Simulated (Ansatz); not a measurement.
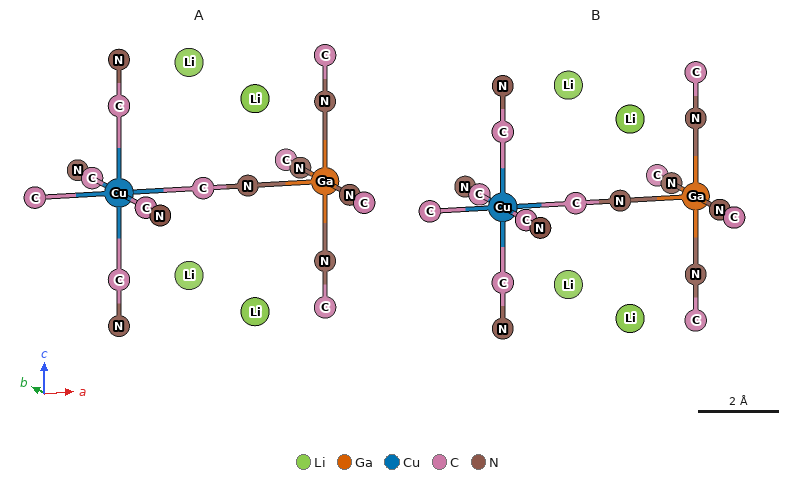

Two geometries of solid Li2GaCuC6N6 (a generated structure, set up in Fm-3m) (coarse preliminary run), drawn at one scale. One is the start of a relaxation, the other its converged end. A ball-and-stick model of the atoms within 5.0 Å of the atom that moves most (axes of the conventional cell (4 times the calculation's cell)), seen slightly off an axis. Lengths and directions refer to the drawn axes.

Computed with DFT PBE, scalar-relativistic, plane waves, PAW in Ansatz. Set-up: plane-wave cutoff 420 eV; k-point mesh 4 × 4 × 4; occupations gaussian; smearing width 0.1 eV; collinear spin; cell and atoms relaxed; force threshold 0.04 eV/Å; at most 70 steps.

Question: Which one is relaxed?

Answer: Structure A is the relaxed one. The largest moves relative to the cell, 0.16 Å, are those of C atoms. Largest moves by element: C 0.16 Å, N 0.09 Å. Li and Cu and Ga stay in place. The drawn cell changes as follows: a = b = c 10.144 → 10.838 Å (+6.8 %); the volume changes by +22.0 %. Among the contacts that change: C–Cu 1.917 → 2.212 Å, Ga–N 1.985 → 2.030 Å, C–N 1.170 → 1.177 Å. The space group stays Fm-3m (No. 225). Over 6 accepted moves (8 points after the start) the energy falls by 150 meV per atom. Largest force component: 2.3 eV/Å at the start, 0.027 eV/Å at the end. The pressure goes from 10.65 to 0.00 GPa. At 2 points the geometry stayed and the basis and grid were re-selected for the new cell (energy shift of 14.3 meV per atom at most each time). The program noted that the starting moments weren't kept.
